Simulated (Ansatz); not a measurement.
# Amorphous Si2O: valence band and core levels, part 5 of 7

How wide do site differences make the core lines of amorphous Si2O?

Ansatz 0.2.0; DFT, PBEsol, plane-wave PAW, scalar-relativistic; PAW set soft_1.

So far. Step 5 (Dynamics at 300 K): Beyond half the shortest lattice vector, 4.1 Å, g(r) counts periodic images.

## (6) Relaxation

The quenched cell is relaxed to a local minimum.

input.yaml reads:

```yaml
crystal:
  lattice:
    - [8.1669974226, 0.0, 0.0]
    - [0.0, 8.1669974226, 0.0]
    - [0.0, 0.0, 8.1669974226]
  atoms:
    - { symbol: Si, position: [1.2753083572, 0.9652119911, 0.711599383] }
    - { symbol: Si, position: [0.4415955572, 0.6611501811, 0.1181712906] }
    - { symbol: Si, position: [1.2394019899, 0.5667166869, 0.6627487192] }
    - { symbol: Si, position: [0.7329328135, 1.3459600067, 0.1948377327] }
    - { symbol: Si, position: [0.3603509868, 1.3473484053, 0.9333027227] }
    - { symbol: Si, position: [0.0043184077, 0.6987369378, 0.2170730135] }
    - { symbol: Si, position: [0.5065198541, 0.8327378825, 0.3587544798] }
    - { symbol: Si, position: [0.9976801703, 0.4143904063, 0.1084653248] }
    - { symbol: Si, position: [0.6122937595, 0.4713650897, 0.9717493289] }
    - { symbol: Si, position: [0.253894624, 1.2631822072, 0.6672179166] }
    - { symbol: Si, position: [1.1839936866, 0.6153579178, -0.0627488315] }
    - { symbol: Si, position: [1.0851000656, -0.0788744468, -0.0479748886] }
    - { symbol: Si, position: [0.2961592066, 1.3500366125, 1.2169726541] }
    - { symbol: Si, position: [0.792439754, 0.566284481, 0.4092299089] }
    - { symbol: Si, position: [0.2650639408, 0.7915381306, 0.4903261966] }
    - { symbol: Si, position: [0.5432782695, 1.0989316155, 0.2487414631] }
    - { symbol: Si, position: [0.4585978079, 0.7324792033, -0.2429954152] }
    - { symbol: Si, position: [0.8403546107, 0.4886763171, 0.8038420998] }
    - { symbol: Si, position: [0.3902366587, 1.03171711, 0.9914108335] }
    - { symbol: Si, position: [1.0233914102, 1.2703152479, 0.8532072214] }
    - { symbol: O, position: [0.4622822366, 0.8222467443, -0.0217771415] }
    - { symbol: O, position: [0.7929981208, 0.500389001, 0.6005473305] }
    - { symbol: O, position: [1.1045220142, 0.3185071673, 0.2604206184] }
    - { symbol: O, position: [0.3517727136, 0.5380661386, 0.2578618365] }
    - { symbol: O, position: [0.1320541709, 0.7966767275, 0.3313784399] }
    - { symbol: O, position: [-0.0265045481, 0.0686618831, -0.1299796725] }
    - { symbol: O, position: [0.9405125909, -0.1734906027, 0.0785741263] }
    - { symbol: O, position: [0.4069758231, 0.2265421832, 0.340763343] }
    - { symbol: O, position: [0.2098401588, 1.0201331731, 1.0759468222] }
    - { symbol: O, position: [0.6661471892, 0.7255784483, 0.432386812] }
kpoints:
  mp_grid: { grid: [2, 2, 2] }
scf:
  occupations: { method: fermi_dirac, width: 0.03 }
  n_extra_bands: 23
hamiltonian:
  xc: pbesol
  pseudopotentials: { kind: paw, azcp: { folder: soft_1 }, xc_functional: pbe }
output:
  forces: true
relax:
  f_tol: 0.05
  max_steps: 60
```

Started as:

```sh
ansatz run input.yaml --threads 8 --pin off --max-ram 23552MiB --backend cpu --events-out ev --progress --plain --runs-dir out
```

Numbers of over 12 decimals in the logs are rounded to 6 here.

What it wrote:

```text
[...]
Crystal: 30 atoms, lattice volume = 544.737 Å³
Basis set: ecut = 420 eV, 10779 PW (Γ), exchange–correlation on 120×120×120 points (8 copies of the dense FFT grid, shifted against one another)
Bands: 93, of which v1, the nominal top of the filled ones, is band 70 counted from 1 (69 counted from 0)
Symmetry: 1 space group operations
[...]
k-points: 8
[...]
SCF iter   1: F=—  HF=-18052.345083 eV  |F-HF|=—  |Δ(HF+E_count)|=         —  Δρ=5.88e-2  dr2=7.27e1  ethr=3.10e-3  ⟨swp⟩=8.9  Hψ=4426  notcnv=0  defer=37
[...]
SCF iter   9: F=-18037.342009 eV  HF=-18037.342024 eV  |F-HF|=1.47e-5  |Δ(HF+E_count)|=   1.05e-5  Δρ=4.47e-5  dr2=1.96e-5  ethr=4.46e-8  ⟨swp⟩=4.6  Hψ=2415  notcnv=0
SCF 1 converged in 9 iterations: F = -18037.342009 eV  dr2 = 1.96e-5
[...]
relax step   1: F+E_penalty+E_count = -18037.34200937 eV  Δ(F+E_penalty+E_count) = +0.000e0 eV  max|allowed force component| = 1.965e0 eV/Å  Δτ_max = 0.0000 Å  (9 SCF iters, dr2 threshold 6.25e-5 eV, accepted)
[...]
SCF iter   6: F=-18038.435683 eV  HF=-18038.435738 eV  |F-HF|=5.48e-5  |Δ(HF+E_count)|=   2.18e-5  Δρ=8.60e-5  dr2=7.06e-5  ethr=7.14e-8  ⟨swp⟩=3.0  Hψ=2875  notcnv=0
SCF 2 converged in 6 iterations: F = -18038.435683 eV  dr2 = 7.06e-5
[...]
relax step   2: F+E_penalty+E_count = -18038.43568296 eV  Δ(F+E_penalty+E_count) = -1.094e0 eV  max|allowed force component| = 1.227e0 eV/Å  Δτ_max = 0.1974 Å  (6 SCF iters, dr2 threshold 1.00e-4 eV, accepted)
SCF iter   1: F=—  HF=-18039.042507 eV  |F-HF|=—  |Δ(HF+E_count)|=         —  Δρ=9.63e-3  dr2=4.84e-1  ethr=2.82e-3  ⟨swp⟩=5.1  Hψ=2267  notcnv=0  defer=59
[...]
SCF iter   6: F=-18038.945523 eV  HF=-18038.945527 eV  |F-HF|=4.06e-6  |Δ(HF+E_count)|=   7.12e-7  Δρ=3.79e-5  dr2=1.04e-5  ethr=4.85e-8  ⟨swp⟩=4.0  Hψ=2358  notcnv=0
SCF 3 converged in 6 iterations: F = -18038.945523 eV  dr2 = 1.04e-5
[...]
relax step   3: F+E_penalty+E_count = -18038.94552316 eV  Δ(F+E_penalty+E_count) = -5.098e-1 eV  max|allowed force component| = 5.557e-1 eV/Å  Δτ_max = 0.1587 Å  (6 SCF iters, dr2 threshold 9.41e-5 eV, accepted)
[... from here on, the SCF cycles and remarks between the steps are left out ...]
relax step   4: F+E_penalty+E_count = -18039.14656621 eV  Δ(F+E_penalty+E_count) = -2.010e-1 eV  max|allowed force component| = 4.061e-1 eV/Å  Δτ_max = 0.2000 Å  (6 SCF iters, dr2 threshold 6.33e-5 eV, accepted)
relax step   5: F+E_penalty+E_count = -18039.32390605 eV  Δ(F+E_penalty+E_count) = -1.773e-1 eV  max|allowed force component| = 4.015e-1 eV/Å  Δτ_max = 0.1949 Å  (7 SCF iters, dr2 threshold 3.38e-5 eV, accepted)
relax step   6: F+E_penalty+E_count = -18039.47327336 eV  Δ(F+E_penalty+E_count) = -1.494e-1 eV  max|allowed force component| = 4.772e-1 eV/Å  Δτ_max = 0.1940 Å  (6 SCF iters, dr2 threshold 8.61e-5 eV, accepted)
relax step   7: F+E_penalty+E_count = -18039.65514667 eV  Δ(F+E_penalty+E_count) = -1.819e-1 eV  max|allowed force component| = 6.271e-1 eV/Å  Δτ_max = 0.1933 Å  (6 SCF iters, dr2 threshold 1.00e-4 eV, accepted)
relax step   8: F+E_penalty+E_count = -18039.81444513 eV  Δ(F+E_penalty+E_count) = -1.593e-1 eV  max|allowed force component| = 3.599e-1 eV/Å  Δτ_max = 0.1950 Å  (6 SCF iters, dr2 threshold 1.00e-4 eV, accepted)
relax step   9: F+E_penalty+E_count = -18039.92107899 eV  Δ(F+E_penalty+E_count) = -1.066e-1 eV  max|allowed force component| = 5.328e-1 eV/Å  Δτ_max = 0.1513 Å  (6 SCF iters, dr2 threshold 4.27e-5 eV, accepted)
relax step  10: F+E_penalty+E_count = -18040.02459711 eV  Δ(F+E_penalty+E_count) = -1.035e-1 eV  max|allowed force component| = 7.713e-1 eV/Å  Δτ_max = 0.1488 Å  (6 SCF iters, dr2 threshold 9.35e-5 eV, accepted)
relax step  11: F+E_penalty+E_count = -18040.15324689 eV  Δ(F+E_penalty+E_count) = -1.286e-1 eV  max|allowed force component| = 6.723e-1 eV/Å  Δτ_max = 0.1313 Å  (6 SCF iters, dr2 threshold 1.00e-4 eV, accepted)
relax step  12: F+E_penalty+E_count = -18040.26201420 eV  Δ(F+E_penalty+E_count) = -1.088e-1 eV  max|allowed force component| = 6.861e-1 eV/Å  Δτ_max = 0.1484 Å  (6 SCF iters, dr2 threshold 1.00e-4 eV, accepted)
relax step  13: F+E_penalty+E_count = -18040.21214357 eV  Δ(F+E_penalty+E_count) = +4.987e-2 eV  max|allowed force component| = 6.391e-1 eV/Å  Δτ_max = 0.2000 Å  (6 SCF iters, dr2 threshold 1.00e-4 eV, rejected (line search))
relax step  14: F+E_penalty+E_count = -18040.36017511 eV  Δ(F+E_penalty+E_count) = -9.816e-2 eV  max|allowed force component| = 1.179e-1 eV/Å  Δτ_max = 0.0970 Å  (9 SCF iters, accepted)
relax step  15: F+E_penalty+E_count = -18040.36926479 eV  Δ(F+E_penalty+E_count) = -9.090e-3 eV  max|allowed force component| = 9.591e-2 eV/Å  Δτ_max = 0.0329 Å  (8 SCF iters, accepted)
relax step  16: F+E_penalty+E_count = -18040.26307194 eV  Δ(F+E_penalty+E_count) = +1.062e-1 eV  max|allowed force component| = 5.583e-1 eV/Å  Δτ_max = 0.1500 Å  (10 SCF iters, rejected (line search))
relax step  17: F+E_penalty+E_count = -18040.37930078 eV  Δ(F+E_penalty+E_count) = -1.004e-2 eV  max|allowed force component| = 6.009e-2 eV/Å  Δτ_max = 0.0393 Å  (9 SCF iters, accepted)
SCF iter   1: F=—  HF=-18040.381269 eV  |F-HF|=—  |Δ(HF+E_count)|=         —  Δρ=6.67e-4  dr2=2.08e-3  ethr=2.07e-5  ⟨swp⟩=3.0  Hψ=1629  notcnv=0  defer=102
[...]
SCF iter   7: F=-18040.380781 eV  HF=-18040.380781 eV  |F-HF|=1.92e-9  |Δ(HF+E_count)|=   1.20e-7  Δρ=2.81e-6  dr2=5.17e-8  ethr=7.14e-11  ⟨swp⟩=5.0  Hψ=2678  notcnv=0
SCF 18 converged in 7 iterations: F = -18040.380781 eV  dr2 = 5.17e-8
relax step  18: F+E_penalty+E_count = -18040.38078078 eV  Δ(F+E_penalty+E_count) = -1.480e-3 eV  max|allowed force component| = 4.551e-2 eV/Å  Δτ_max = 0.0151 Å  (7 SCF iters, accepted)
SCF converged after 7 iterations
Free energy (F): -18040.380781 eV
[...]
Internal energy: -18040.380120 eV  (E = F + TS)
E sigma→0 (E₀):  -18040.380451 eV
Entropy (-TS):   -0.000660 eV (-0.022 meV/atom)
Fermi energy:    5.313350 eV
[...]
--- Forces (eV/Å), atoms counted from 1 ---
  atom   1  Si     0.00994169     0.00302581    -0.00508019
  atom   2  Si     0.00360987    -0.02236506     0.01167290
  atom   3  Si     0.02003896    -0.01200213    -0.00304829
  atom   4  Si    -0.02013316    -0.01742023    -0.00299290
  atom   5  Si     0.00806036    -0.00444433    -0.00490888
  atom   6  Si    -0.02649671     0.00824899     0.00210628
  atom   7  Si     0.00012170     0.01080060     0.00495477
  atom   8  Si    -0.01764072    -0.00830473     0.01242214
  atom   9  Si     0.01047521     0.00388029    -0.00433865
  atom  10  Si     0.00450142     0.00058211     0.00529370
  atom  11  Si     0.01072000     0.01228598    -0.01241289
  atom  12  Si    -0.03802595     0.01020992     0.02126487
  atom  13  Si    -0.00256737    -0.00762942    -0.00910113
  atom  14  Si    -0.01138063    -0.00162546     0.01370938
  atom  15  Si    -0.00415556     0.00092473    -0.00302737
  atom  16  Si     0.01493632     0.00464195     0.02099420
  atom  17  Si    -0.00222119    -0.00036717    -0.00195025
  atom  18  Si    -0.00345604    -0.00262051     0.01760251
  atom  19  Si    -0.00365506    -0.01690761    -0.02112770
  atom  20  Si    -0.00114314    -0.00033417     0.00258248
  atom  21  O     -0.00740305     0.02593187    -0.01788564
  atom  22  O      0.00191703     0.01005839    -0.00308999
  atom  23  O     -0.00675064     0.00443804    -0.01147632
  atom  24  O     -0.00842553     0.01827289     0.00738279
  atom  25  O      0.00576890     0.00234469     0.00807991
  atom  26  O      0.01036915    -0.00669081     0.00643473
  atom  27  O      0.04551394    -0.00386304    -0.01139565
  atom  28  O      0.00626664     0.00093004    -0.01621227
  atom  29  O     -0.01093622    -0.00356838     0.00198844
  atom  30  O      0.01218213    -0.00842439    -0.00839951
  max |Σ_I F_I| component: 4.15e-5 eV/Å
--- Relaxed structure (18 steps of the walk, 16 accepted, 0 SCFs on fresh bases) ---
  F+E_penalty+E_count = -18040.38078078 eV   max|allowed force component| = 4.551e-2 eV/Å
  atoms:
    - { symbol: Si, position: [1.213509, 0.976526, 0.685603] }
    - { symbol: Si, position: [0.521310, 0.671296, 0.129534] }
    - { symbol: Si, position: [1.326378, 0.540094, 0.616861] }
    - { symbol: Si, position: [0.735487, 1.350244, 0.221174] }
    - { symbol: Si, position: [0.430984, 1.283030, 0.934472] }
    - { symbol: Si, position: [-0.032871, 0.685686, 0.210312] }
    - { symbol: Si, position: [0.524608, 0.845845, 0.366872] }
    - { symbol: Si, position: [0.996842, 0.409371, 0.123794] }
    - { symbol: Si, position: [0.647753, 0.472969, 0.962374] }
    - { symbol: Si, position: [0.238036, 1.280197, 0.727208] }
    - { symbol: Si, position: [1.133296, 0.569835, -0.146550] }
    - { symbol: Si, position: [1.054421, -0.059122, -0.059211] }
    - { symbol: Si, position: [0.334471, 1.358696, 1.201512] }
    - { symbol: Si, position: [0.759831, 0.589920, 0.401743] }
    - { symbol: Si, position: [0.249887, 0.781621, 0.471386] }
    - { symbol: Si, position: [0.563423, 1.114690, 0.283146] }
    - { symbol: Si, position: [0.342284, 0.751237, -0.193629] }
    - { symbol: Si, position: [0.864577, 0.498039, 0.766494] }
    - { symbol: Si, position: [0.406998, 1.022265, 1.048399] }
    - { symbol: Si, position: [0.987656, 1.270107, 0.871439] }
    - { symbol: O, position: [0.455845, 0.819081, -0.019031] }
    - { symbol: O, position: [0.838875, 0.504089, 0.566582] }
    - { symbol: O, position: [1.141900, 0.335256, 0.245577] }
    - { symbol: O, position: [0.370544, 0.558373, 0.210074] }
    - { symbol: O, position: [0.109889, 0.762588, 0.329007] }
    - { symbol: O, position: [-0.087100, 0.084660, -0.087655] }
    - { symbol: O, position: [0.942409, -0.185505, 0.056217] }
    - { symbol: O, position: [0.419708, 0.248403, 0.349822] }
    - { symbol: O, position: [0.205493, 1.000294, 1.067556] }
    - { symbol: O, position: [0.647067, 0.736789, 0.488970] }
```

Wall time 45 s (8 threads of Arm Neoverse V2, shared host); peak memory 2.1 GiB.

The steps of the relaxation:

| step | energy less that of the first step (eV) | largest force component (eV/Å) |
| --- | --- | --- |
| 1 | 0.0000 | 1.9655 |
| 2 | -1.0937 | 1.2268 |
| 3 | -1.6035 | 0.5557 |
| 4 | -1.8046 | 0.4061 |
| 5 | -1.9819 | 0.4015 |
| 6 | -2.1313 | 0.4772 |
| 7 | -2.3131 | 0.6271 |
| 8 | -2.4724 | 0.3599 |
| 9 | -2.5791 | 0.5328 |
| 10 | -2.6826 | 0.7713 |
| 11 | -2.8112 | 0.6723 |
| 12 | -2.9200 | 0.6861 |
| 13 | -2.8701 | 0.6391 |
| 14 | -3.0182 | 0.1179 |
| 15 | -3.0273 | 0.0959 |
| 16 | -2.9211 | 0.5583 |
| 17 | -3.0373 | 0.0601 |
| 18 | -3.0388 | 0.0455 |

Relaxation steps 13, 16 were tried and not accepted.

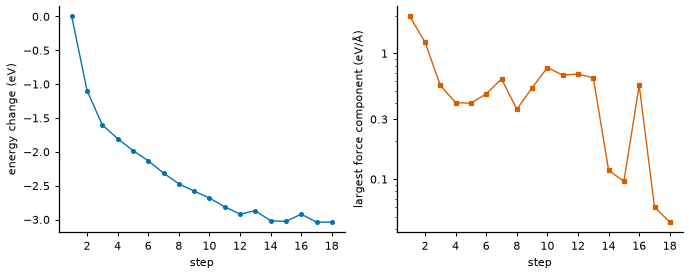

Energy and largest force along the relaxation.

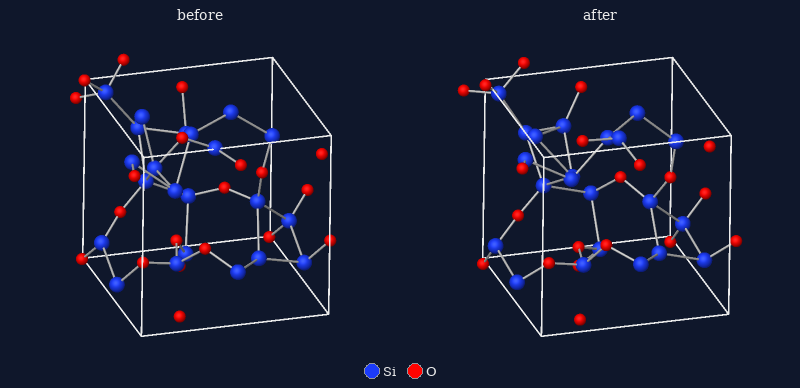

The structure before and after the relaxation, drawn at the same scale. Bonds to atoms that aren't drawn are left out.

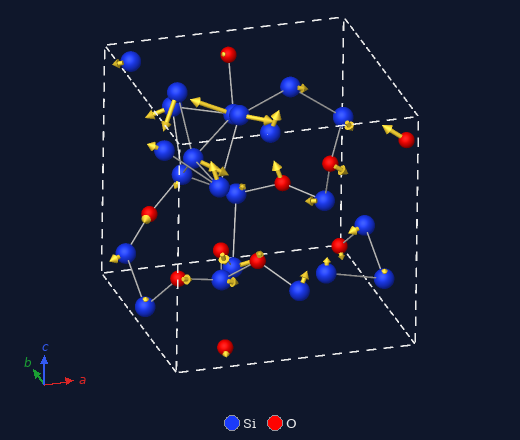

Displacements in the relaxation, exaggerated; the longest in the cell stands for 1.04 Å. Bonds to atoms that aren't drawn are left out. Some periodic images of atoms are drawn too.

The atoms that moved most (Å):

| atom | dx | dy | dz | length |
| --- | --- | --- | --- | --- |
| Si17 | -0.950 | 0.153 | 0.403 | 1.043 |
| Si11 | -0.414 | -0.372 | -0.684 | 0.882 |
| Si3 | 0.710 | -0.217 | -0.375 | 0.832 |
| Si5 | 0.577 | -0.525 | 0.010 | 0.780 |
| Si2 | 0.651 | 0.083 | 0.093 | 0.663 |
| O26 | -0.495 | 0.131 | 0.346 | 0.618 |
| Si1 | -0.505 | 0.092 | -0.212 | 0.555 |
| Si10 | -0.130 | 0.139 | 0.490 | 0.525 |

Final coordinates:

```cif
data_structure
_symmetry_space_group_name_H-M 'P 1'
_symmetry_Int_Tables_number 1
_cell_length_a 8.1670
_cell_length_b 8.1670
_cell_length_c 8.1670
_cell_angle_alpha 90.000
_cell_angle_beta 90.000
_cell_angle_gamma 90.000
_cell_volume 544.74
loop_
_atom_site_label
_atom_site_type_symbol
_atom_site_fract_x
_atom_site_fract_y
_atom_site_fract_z
_atom_site_occupancy
Si1 Si 0.21351 0.97653 0.68560 1
Si2 Si 0.52131 0.67130 0.12953 1
Si3 Si 0.32638 0.54009 0.61686 1
Si4 Si 0.73549 0.35024 0.22117 1
Si5 Si 0.43098 0.28303 0.93447 1
Si6 Si 0.96713 0.68569 0.21031 1
Si7 Si 0.52461 0.84584 0.36687 1
Si8 Si 0.99684 0.40937 0.12379 1
Si9 Si 0.64775 0.47297 0.96237 1
Si10 Si 0.23804 0.28020 0.72721 1
Si11 Si 0.13330 0.56984 0.85345 1
Si12 Si 0.05442 0.94088 0.94079 1
Si13 Si 0.33447 0.35870 0.20151 1
Si14 Si 0.75983 0.58992 0.40174 1
Si15 Si 0.24989 0.78162 0.47139 1
Si16 Si 0.56342 0.11469 0.28315 1
Si17 Si 0.34228 0.75124 0.80637 1
Si18 Si 0.86458 0.49804 0.76649 1
Si19 Si 0.40700 0.02226 0.04840 1
Si20 Si 0.98766 0.27011 0.87144 1
O21 O 0.45584 0.81908 0.98097 1
O22 O 0.83888 0.50409 0.56658 1
O23 O 0.14190 0.33526 0.24558 1
O24 O 0.37054 0.55837 0.21007 1
O25 O 0.10989 0.76259 0.32901 1
O26 O 0.91290 0.08466 0.91234 1
O27 O 0.94241 0.81449 0.05622 1
O28 O 0.41971 0.24840 0.34982 1
O29 O 0.20549 0.00029 0.06756 1
O30 O 0.64707 0.73679 0.48897 1
```

This step gave:

```yaml
free_energy: -18040.3808 eV
energy_at_zero_smearing: -18040.3805 eV
smearing_term_ts: 6.60e-4 eV
fermi_energy: 5.313 eV
gap_by_band_count: 0.3205 eV
```

The relaxation ends 101 meV an atom lower, with a largest force component of 0.046 eV/Å.

(Continued in part 6 of 7.)

[Logs are printed without paths, hosts, clocks, repeated set-up lines and the standing remarks that a program may print on its own settings, such as how far it seeks lower states.]

[Hosts, paths, dates, database ids (printed as entryN), source tags and the programs' standing remarks are cut or masked in the printed files.]

[Maps of the electrostatic potential energy from Ansatz leave out the sawtooth potential of an applied field or a dipole correction, so their vacuum need not be flat; work functions include it.]
